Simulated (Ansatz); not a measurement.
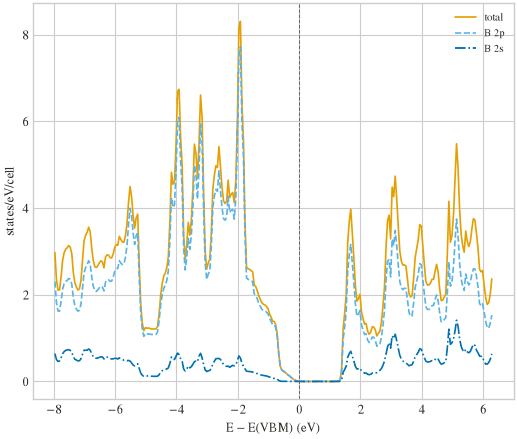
Total and projected density of states of B (α-B12, space group No. 166), DFT-PBEsol in the program Ansatz with PAW potentials

Which orbitals carry the states next to the gap?

Top 1 eV of the valence band: B 2p 95 %. Bottom 1 eV of the conduction band: B 2p 80 %, B 2s 16 %. Projections are on Löwdin-orthogonalised atomic valence shells; empty p or d shells of many metals are not among them.

Where is the tallest occupied peak in this window, and what makes it?

Near -1.9 eV, about 8.3 states/eV per cell; the largest projected share is B 2p.

Space group R-3m (α-B12). Symmetry was held in the PBEsol relaxation.

Potentials: the earlier of the program's two PAW sets. The files were generated under PBE; for other functionals the program regenerates the frozen cores, and for LDA and PBEsol the local potential too.
